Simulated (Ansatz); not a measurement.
# C₂H₄AlBS: geometry and vibrations

Aim: relax C₂H₄AlBS from a cheap starting geometry, check the end point by its vibrations and derive ideal-gas thermochemistry, and look at its orbitals and charge.

The runs use Ansatz 0.2.0, Gaussian basis; RKS PBE0-D4/def2-TZVP.

The runs, in order: relaxation at PBE-D4/def2-SVP; relaxation at PBE0-D4/def2-TZVP; harmonic vibrations at the same level; a single point in def2-TZVPP for the fields.

## Step 1: The starting structure

SMILES `BS[C]1=[CH][AlH]1`, 9 atoms, charge 0, spin multiplicity 1.

Atoms are counted from 1 here; the program's logs count them from 0.

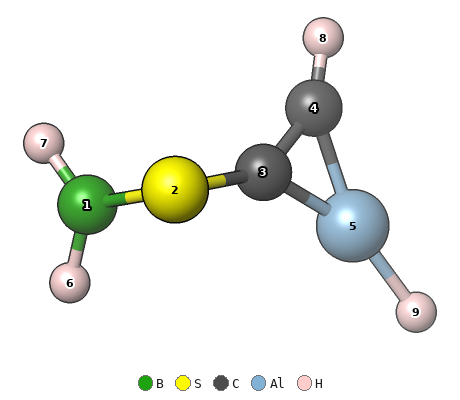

As it starts; boron green, sulfur yellow, carbon dark grey, aluminium light blue, hydrogen pink; atoms are numbered from 1 in the order of the file.

Coordinates:

```xyz
9

B     0.3340    1.4386   -1.4734
S     1.6589    0.7192   -0.4529
C     0.5017   -0.4025    0.3482
C    -0.0354   -1.6791    0.3549
Al   -0.5683   -0.6698    1.7673
H    -0.3191    2.4259   -1.0730
H     0.0395    1.0240   -2.5335
H    -0.2100   -2.6268   -0.1442
H    -1.3128   -0.2759    3.1895
```

The start is a force-field geometry with small random shifts, so a cheaper pass at PBE-D4/def2-SVP comes first.

## Step 2: Relaxation at PBE-D4/def2-SVP (cheap first pass)

in.yaml reads:

```yaml
crystal:
  periodic: [false, false, false]
  atoms:
    - {symbol: B, position_ang: [0.334000, 1.438600, -1.473400]}
    - {symbol: S, position_ang: [1.658900, 0.719200, -0.452900]}
    - {symbol: C, position_ang: [0.501700, -0.402500, 0.348200]}
    - {symbol: C, position_ang: [-0.035400, -1.679100, 0.354900]}
    - {symbol: Al, position_ang: [-0.568300, -0.669800, 1.767300]}
    - {symbol: H, position_ang: [-0.319100, 2.425900, -1.073000]}
    - {symbol: H, position_ang: [0.039500, 1.024000, -2.533500]}
    - {symbol: H, position_ang: [-0.210000, -2.626800, -0.144200]}
    - {symbol: H, position_ang: [-1.312800, -0.275900, 3.189500]}
basis:
  gaussian: {orbitals: def2-SVP}
hamiltonian: {xc: pbe, dispersion: d4}
relax: {f_tol: 0.03, max_steps: 200}
```

Started as:

```bash
ansatz run in.yaml --threads 2 --pin off --events-out ev --progress --plain --max-ram 4352MiB
```

What it wrote (excerpt; [...] marks lines left out):

```text
Functional definition: PBE
  name "PBE"
  cite "Perdew, Burke & Ernzerhof, Phys. Rev. Lett. 77, 3865 (1996) doi:10.1103/PhysRevLett.77.3865"
  parent pbe
[...]
1100 factors; their error is unknown
[...]
mean field -20224.02833016 eV, -743.2193327947 hartree, gradient 3.8e-5 eV, S^2 0.000000; 1 other end points of the search recorded, 0 dependent functions left out
[...]
reference -20224.02837160 eV, -743.2193343176 hartree; 25, 25 occupied and 73, 73 virtual orbitals, 1100 factors
relax step   1: F+E_penalty+E_count = -20224.25858266 eV  Δ(F+E_penalty+E_count) = +0.000e0 eV  max|allowed force component| = 3.627e0 eV/Å  Δτ_max = 0.0000 Å  (42 SCF iters, accepted)
[...]
relax step   6: F+E_penalty+E_count = -20225.26416916 eV  Δ(F+E_penalty+E_count) = -1.261e-1 eV  max|allowed force component| = 9.213e-1 eV/Å  Δτ_max = 0.1932 Å  (31 SCF iters, accepted)
[...]
relax step  11: F+E_penalty+E_count = -20225.83699553 eV  Δ(F+E_penalty+E_count) = -6.576e-2 eV  max|allowed force component| = 7.579e-1 eV/Å  Δτ_max = 0.1953 Å  (31 SCF iters, accepted)
[...]
relax step  16: F+E_penalty+E_count = -20226.03562788 eV  Δ(F+E_penalty+E_count) = -1.654e-2 eV  max|allowed force component| = 4.076e-1 eV/Å  Δτ_max = 0.1999 Å  (36 SCF iters, accepted)
[...]
relax step  20: F+E_penalty+E_count = -20226.07116426 eV  Δ(F+E_penalty+E_count) = -2.468e-3 eV  max|allowed force component| = 6.124e-2 eV/Å  Δτ_max = 0.0843 Å  (29 SCF iters, accepted)
[...]
relax step  21: F+E_penalty+E_count = -20226.07173758 eV  Δ(F+E_penalty+E_count) = -5.733e-4 eV  max|allowed force component| = 1.887e-2 eV/Å  Δτ_max = 0.0087 Å  (31 SCF iters, accepted)
1100 factors; their error is unknown
mean field -20225.84743696 eV, -743.2861837364 hartree, gradient 1.0e-5 eV, S^2 0.000000; 1 other end points of the search recorded, 0 dependent functions left out
[...]
reference -20225.84747855 eV, -743.2861852649 hartree; 25, 25 occupied and 73, 73 virtual orbitals, 1100 factors
Total energy: -20226.07177918 eV, -743.2944281609 hartree
Atom 0 at     0.300640     1.588433    -1.591272 Å, force     0.001705    -0.005534    -0.004539 eV/Å
Atom 1 at     0.739544    -0.125600    -1.425291 Å, force    -0.005465     0.015521     0.010558 eV/Å
Atom 2 at     0.116458    -0.596513     0.168177 Å, force    -0.011645    -0.012315    -0.010382 eV/Å
Atom 3 at     0.157646    -1.840570     0.770423 Å, force     0.000203     0.018872     0.008981 eV/Å
Atom 4 at    -0.695600    -0.572865     1.871053 Å, force    -0.002434     0.006727     0.001060 eV/Å
Atom 5 at    -0.298158     2.159424    -0.703903 Å, force     0.009082    -0.008853    -0.003504 eV/Å
Atom 6 at     0.635484     2.117479    -2.630675 Å, force    -0.000508    -0.003025     0.005130 eV/Å
Atom 7 at     0.582721    -2.788975     0.391852 Å, force     0.006673    -0.006197    -0.008387 eV/Å
Atom 8 at    -1.450235     0.012786     3.132537 Å, force     0.002389    -0.005196     0.001084 eV/Å
Dipole moment:    -0.156955    -0.089384     0.388143 e Å
```

Wall time 45 s (2 threads of Arm Neoverse V1, shared host).

Along the way:

```csv
step,energy from step 1 (eV),largest force component (eV/Å)
1,0.0000,3.6272
2,-0.4568,1.3003
3,-0.6478,0.6413
4,-0.7714,0.6044
5,-0.8795,0.9876
6,-1.0056,0.9213
7,-1.1550,0.6354
8,-1.3040,0.4785
9,-1.4349,0.4587
10,-1.5127,0.5536
11,-1.5784,0.7579
12,-1.6664,0.4378
13,-1.7171,0.2356
14,-1.7487,0.3568
15,-1.7605,0.4914
16,-1.7770,0.4076
17,-1.7943,0.2133
18,-1.8017,0.1470
19,-1.8101,0.1020
20,-1.8126,0.0612
21,-1.8132,0.0189
```

Distances of close pairs at the start and the end, largest changes first:

```csv
bond,before (Å),after (Å),change (Å)
C3–Al5,1.797,1.887,+0.089
Al5–H9,1.653,1.582,-0.071
C4–Al5,1.816,1.883,+0.067
B1–S2,1.821,1.777,-0.043
B1–H7,1.176,1.213,+0.038
B1–H6,1.250,1.213,-0.036
S2–C3,1.800,1.775,-0.025
C4–H8,1.085,1.106,+0.021
```

## Step 3: Relaxation at PBE0-D4/def2-TZVP

in.yaml reads:

```yaml
crystal:
  periodic: [false, false, false]
  atoms:
    - {symbol: B, position_ang: [0.300640, 1.588433, -1.591272]}
    - {symbol: S, position_ang: [0.739544, -0.125600, -1.425291]}
    - {symbol: C, position_ang: [0.116458, -0.596513, 0.168177]}
    - {symbol: C, position_ang: [0.157646, -1.840570, 0.770423]}
    - {symbol: Al, position_ang: [-0.695600, -0.572865, 1.871053]}
    - {symbol: H, position_ang: [-0.298158, 2.159424, -0.703903]}
    - {symbol: H, position_ang: [0.635484, 2.117479, -2.630675]}
    - {symbol: H, position_ang: [0.582721, -2.788975, 0.391852]}
    - {symbol: H, position_ang: [-1.450235, 0.012786, 3.132537]}
basis:
  gaussian: {orbitals: def2-TZVP}
hamiltonian: {xc: pbe0, dispersion: d4}
relax: {f_tol: 0.005, max_steps: 150}
```

Same command.

What it wrote (excerpt; [...] marks lines left out):

```text
Functional definition: PBE0
  name "PBE0"
  cite "Adamo & Barone, J. Chem. Phys. 110, 6158 (1999) doi:10.1063/1.478522"
  cite "Perdew, Burke & Ernzerhof, Phys. Rev. Lett. 77, 3865 (1996) doi:10.1103/PhysRevLett.77.3865"
  parent pbe
[...]
1255 factors; their error is unknown
[...]
mean field -20236.79781549 eV, -743.6886027250 hartree, gradient 3.6e-5 eV, S^2 0.000000; 0 other end points of the search recorded, 0 dependent functions left out
[...]
reference -20236.79785173 eV, -743.6886040568 hartree; 25, 25 occupied and 166, 166 virtual orbitals, 1255 factors
relax step   1: F+E_penalty+E_count = -20236.98885314 eV  Δ(F+E_penalty+E_count) = +0.000e0 eV  max|allowed force component| = 5.362e-1 eV/Å  Δτ_max = 0.0000 Å  (30 SCF iters, accepted)
[...]
Total energy: -20237.03672022 eV, -743.6973823119 hartree
Atom 0 at     0.301098     1.568356    -1.575609 Å, force    -0.003691    -0.001298    -0.001581 eV/Å
Atom 1 at     0.704885    -0.138349    -1.409388 Å, force     0.001829     0.000226    -0.000637 eV/Å
Atom 2 at     0.096622    -0.589348     0.165615 Å, force    -0.002611    -0.001705     0.004245 eV/Å
Atom 3 at     0.159711    -1.815663     0.766950 Å, force     0.002481     0.002347    -0.003870 eV/Å
Atom 4 at    -0.692942    -0.575859     1.851290 Å, force     0.000069     0.001310    -0.000833 eV/Å
Atom 5 at    -0.270454     2.141840    -0.701126 Å, force     0.001871     0.000446     0.000893 eV/Å
Atom 6 at     0.630533     2.089579    -2.596381 Å, force     0.001108    -0.000037     0.000533 eV/Å
Atom 7 at     0.597400    -2.733551     0.380231 Å, force    -0.000894    -0.000522     0.001012 eV/Å
Atom 8 at    -1.438352     0.006593     3.101319 Å, force    -0.000164    -0.000767     0.000240 eV/Å
Dipole moment:    -0.186122    -0.047879     0.428342 e Å
```

Run time: 48 s. Hardware: 2 threads of Arm Neoverse V1, shared host.

Relaxation path:

```csv
step,energy from step 1 (eV),largest force component (eV/Å)
1,0.0000,0.5362
2,-0.0396,0.3013
3,-0.0474,0.1051
4,-0.0477,0.0288
5,-0.0478,0.0141
6,-0.0478,0.0099
7,-0.0478,0.0042
```

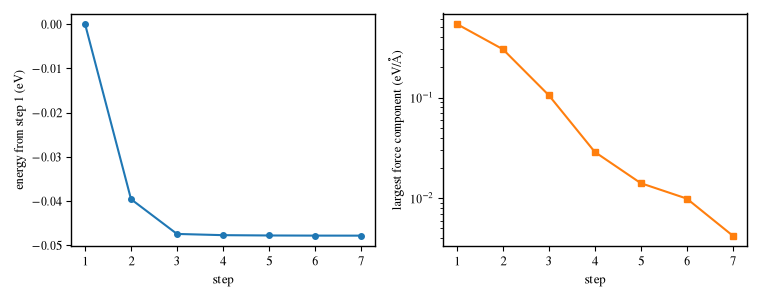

Energy and largest force along the relaxation.

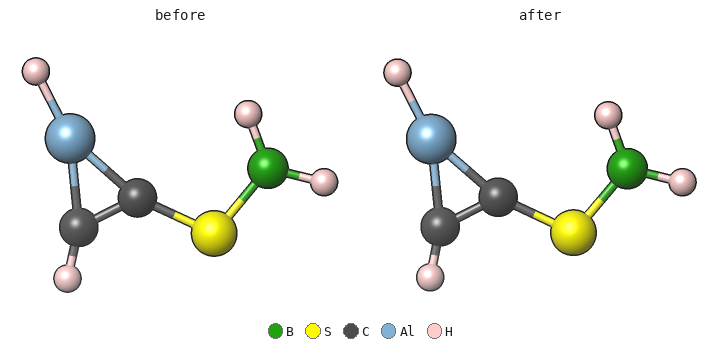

Before and after, at one scale.

Distances of close pairs at the start and the end, largest changes first:

```csv
bond,before (Å),after (Å),change (Å)
C4–Al5,1.883,1.855,-0.029
S2–C3,1.775,1.748,-0.027
C3–Al5,1.887,1.861,-0.025
B1–H6,1.213,1.192,-0.022
B1–H7,1.213,1.193,-0.021
C4–H8,1.106,1.088,-0.018
C3–C4,1.383,1.367,-0.016
B1–S2,1.777,1.762,-0.015
```

Mulliken charges of the relaxed molecule (report file):

```csv
atom,value (e)
B1,-0.08
S2,-0.04
C3,-0.06
C4,-0.27
Al5,0.33
H6,0.01
H7,0.03
H8,0.13
H9,-0.05
```

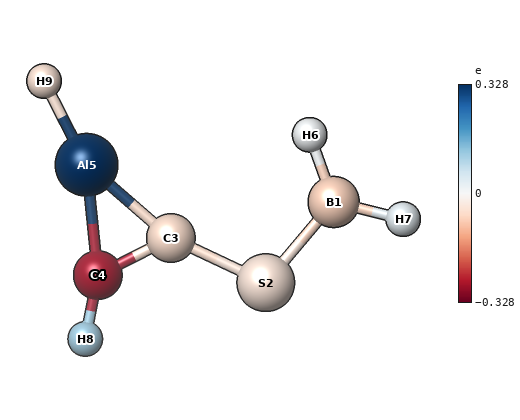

Mulliken charges of the relaxed molecule (report file), as colours on the atoms.

## Step 4: Force constants and modes

in.yaml reads:

```yaml
crystal:
  periodic: [false, false, false]
  atoms:
    - {symbol: B, position_ang: [0.301098, 1.568356, -1.575609]}
    - {symbol: S, position_ang: [0.704885, -0.138349, -1.409388]}
    - {symbol: C, position_ang: [0.096622, -0.589348, 0.165615]}
    - {symbol: C, position_ang: [0.159711, -1.815663, 0.766950]}
    - {symbol: Al, position_ang: [-0.692942, -0.575859, 1.851290]}
    - {symbol: H, position_ang: [-0.270454, 2.141840, -0.701126]}
    - {symbol: H, position_ang: [0.630533, 2.089579, -2.596381]}
    - {symbol: H, position_ang: [0.597400, -2.733551, 0.380231]}
    - {symbol: H, position_ang: [-1.438352, 0.006593, 3.101319]}
basis:
  gaussian: {orbitals: def2-TZVP}
hamiltonian: {xc: pbe0, dispersion: d4}
phonons: {temperatures: {t_min: 298.15, t_max: 900, t_step: 200}}
```

Same command.

What it wrote (excerpt; [...] marks lines left out):

```text
Functional definition: PBE0
  name "PBE0"
  cite "Adamo & Barone, J. Chem. Phys. 110, 6158 (1999) doi:10.1063/1.478522"
  cite "Perdew, Burke & Ernzerhof, Phys. Rev. Lett. 77, 3865 (1996) doi:10.1103/PhysRevLett.77.3865"
  parent pbe
[...]
1255 factors; their error is unknown
[...]
mean field -20236.84377847 eV, -743.6902918334 hartree, gradient 3.1e-5 eV, S^2 0.000000; 0 other end points of the search recorded, 0 dependent functions left out
[...]
reference -20236.84381453 eV, -743.6902931584 hartree; 25, 25 occupied and 166, 166 virtual orbitals, 1255 factors
[...]
1255 factors; their error is unknown
mean field -20236.84372194 eV, -743.6902897560 hartree, gradient 2.5e-6 eV, S^2 0.000000; 0 other end points of the search recorded, 0 dependent functions left out
[...]
reference -20236.84375800 eV, -743.6902910810 hartree; 25, 25 occupied and 166, 166 virtual orbitals, 1255 factors
[...]
Atom 1 at     0.704885    -0.138349    -1.409388 Å, force     0.001825     0.000208    -0.000619 eV/Å
Atom 2 at     0.096622    -0.589348     0.165615 Å, force    -0.002601    -0.001713     0.004233 eV/Å
Atom 3 at     0.159711    -1.815663     0.766950 Å, force     0.002475     0.002361    -0.003865 eV/Å
Atom 4 at    -0.692942    -0.575859     1.851290 Å, force     0.000072     0.001304    -0.000839 eV/Å
Atom 5 at    -0.270454     2.141840    -0.701126 Å, force     0.001876     0.000441     0.000886 eV/Å
Atom 6 at     0.630533     2.089579    -2.596381 Å, force     0.001110    -0.000034     0.000529 eV/Å
Atom 7 at     0.597400    -2.733551     0.380231 Å, force    -0.000893    -0.000520     0.001008 eV/Å
Atom 8 at    -1.438352     0.006593     3.101319 Å, force    -0.000164    -0.000766     0.000241 eV/Å
Dipole moment:    -0.186122    -0.047879     0.428344 e Å
Vibrations: 75.82 151.75 268.54 362.46 435.35 443.13 482.81 492.10 747.75 776.83 836.11 874.81 931.91 933.43 1103.87 1181.95 1446.37 1996.44 2601.70 2707.79 3149.98 cm⁻¹, zero-point energy 1.363883 eV
```

It took 3.9 min on 2 threads of Arm Neoverse V1, shared host.

Motions are named by where the mode's potential energy lies. Wavenumbers, unscaled:

```csv
mode,cm⁻¹,motion
1,76,torsion
2,152,bend
3,269,torsion
4,362,bend
5,435,C–S stretch with bend
6,443,out-of-plane bend with torsion
7,483,bend
8,492,torsion with out-of-plane bend
9,748,Al–C stretch with bend
10,777,bend
11,836,B–S stretch
12,875,out-of-plane bend
13,932,bend with C–S stretch
14,933,out-of-plane bend with torsion
15,1104,bend
16,1182,bend
17,1446,C–C stretch with bend
18,1996,Al–H stretch
19,2602,B–H stretch
20,2708,B–H stretch
21,3150,C–H stretch
```

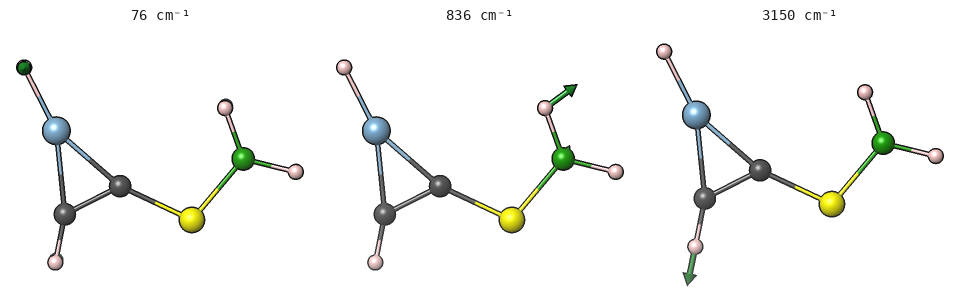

How the atoms move in 3 of the modes.

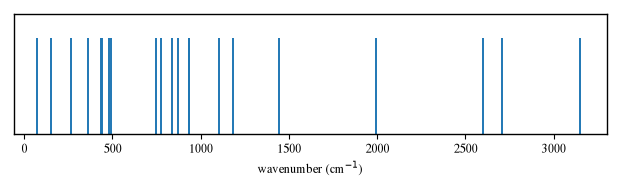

The harmonic wavenumbers as sticks (no intensities were computed).

Ideal gas, rigid rotor and harmonic oscillator at 298.15 K and 1 bar, with symmetry number 1:

```csv
term,value
zero-point energy,131.6 kJ/mol
H(298) − E,151.2 kJ/mol
"entropy, translation",166.0 J/(mol K)
"entropy, rotation",112.8 J/(mol K)
"entropy, vibration",56.8 J/(mol K)
"entropy, total",335.7 J/(mol K)
```

## Step 5: Orbitals, density and potential

Edit in.yaml of step 4 so:

```diff
@@ -13,4 +13,4 @@
 basis:
-  gaussian: {orbitals: def2-TZVP}
+  gaussian: {orbitals: def2-TZVPP}
 hamiltonian: {xc: pbe0, dispersion: d4}
-phonons: {temperatures: {t_min: 298.15, t_max: 900, t_step: 200}}
+output: {orbitals: {seedname: orbitals}}
```

Launched as before.

What it wrote:

```text
Functional definition: PBE0
  name "PBE0"
  cite "Adamo & Barone, J. Chem. Phys. 110, 6158 (1999) doi:10.1063/1.478522"
  cite "Perdew, Burke & Ernzerhof, Phys. Rev. Lett. 77, 3865 (1996) doi:10.1103/PhysRevLett.77.3865"
  parent pbe
  parameter a = 0.25
  parameter kappa = 0.804
  parameter beta = 0.06672455060314922
  exchange = (1 - a)*pbe_x(kappa = kappa, mu = beta*pi^2/3) + a*exact_x
  correlation = pbe_c(beta = beta)
1380 factors; their error is unknown
mean field evaluation 1: about -20227.4913 eV, gradient 6.0e1 eV
mean field evaluation 2: about -20202.8390 eV, gradient 1.1e2 eV
mean field evaluation 4: about -20236.4954 eV, gradient 1.2e1 eV
mean field evaluation 8: about -20236.8534 eV, gradient 1.9e-1 eV
mean field evaluation 16: about -20236.8716 eV, gradient 1.4e-4 eV
mean field -20236.87156000 eV, -743.6913127859 hartree, gradient 3.1e-5 eV, S^2 0.000000; 0 other end points of the search recorded, 0 dependent functions left out
reference -20236.87159607 eV, -743.6913141112 hartree; 25, 25 occupied and 208, 208 virtual orbitals, 1380 factors
Total energy: -20237.06450161 eV, -743.6984032590 hartree
```

Run time: 5.5 s. Hardware: 2 threads of Arm Neoverse V1, shared host; peak memory 0.55 GiB.

The fields below are evaluated on a grid from the run's orbitals.

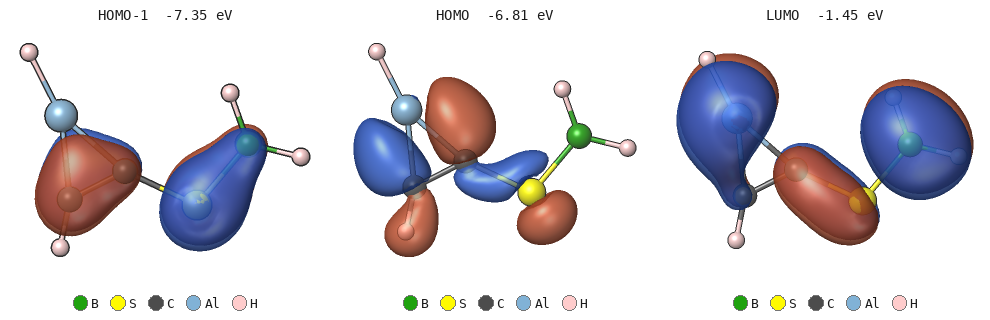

PBE0-D4/def2-TZVPP orbitals near the gap, drawn at the value that encloses 70 % of each; the two colours are the two signs.

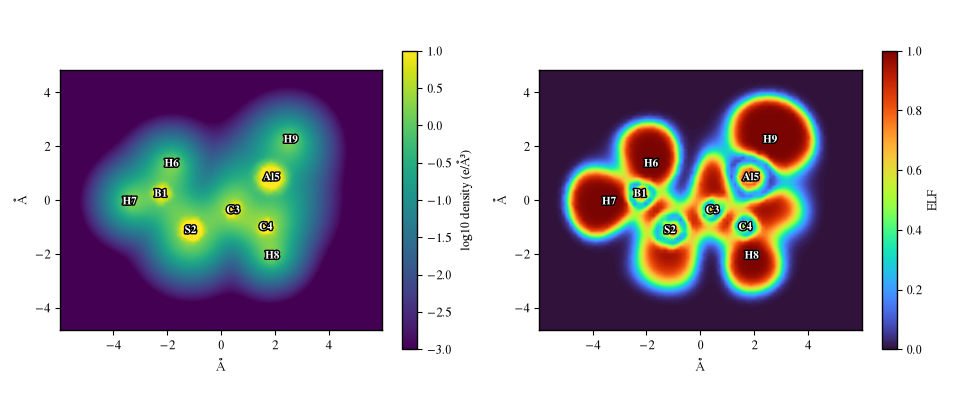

Density (left) and ELF (right) in a plane through or near 9 of the atoms.

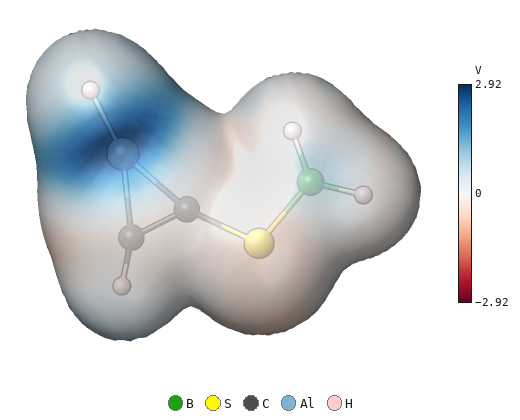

Electrostatic potential on the surface of density 0.002 e/bohr³; red is low, blue high. It runs, from the 1st to the 99th percentile, from -0.55 V near S2 to 2.92 V near Al5.

## Step 6: What came out

```
                  quantity            value
               point group               Cs
                     steps           21 + 7
shift from the start (rms)          0.803 Å
              total energy   -20237.0367 eV
           dispersion term         -193 meV
             dipole moment           2.26 D
lowest, highest wavenumber    76, 3150 cm⁻¹
         zero-point energy     131.6 kJ/mol
       entropy at 298.15 K  335.7 J/(mol K)
                HOMO, LUMO  -6.81, -1.45 eV
```

**Reading.** The atoms moved 0.80 Å (rms) from the start; the bond that changed most is Al5–H9, from 1.653 to 1.568 Å. All wavenumbers are real, so the end point is a minimum. The stiffest mode, 3150 cm⁻¹, is a C–H stretch, and 2 modes under 200 cm⁻¹ make the vibrational entropy uncertain. Harmonic hybrid wavenumbers usually lie a few per cent above measured fundamentals. The largest Mulliken charge, +0.33 e, sits on Al5. The HOMO lies mostly on C3 29 %; C4 22 % and the LUMO on B1 31 %; Al5 19 %.
